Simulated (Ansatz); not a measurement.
Base system: GaAs in the zinc blende structure (space group F-43m, No. 216; a = 5.667 Å).

One thing is altered: a fraction x = 0.25 of the As sites is given to P, ordered in a cell of 8 atoms (starting symmetry Amm2) and fully relaxed.

Calculations: r2SCAN/PAW in Ansatz (an electronic-structure program), no spin-orbit coupling.

The zone is the changed cell's own and can be folded.

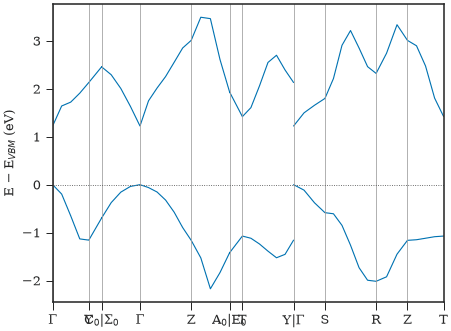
Figure. Highest valence and lowest conduction band along the path of the changed cell's own zone

Problem. Read the changed gap and its character from the plot.

Solution. About 1.2 eV, direct at Γ.

Each cell is one ordered arrangement of few atoms, which overstates ordering effects compared with a random alloy. No phonon test of stability was made. Labels are those of the standard path for the cell's own space group.
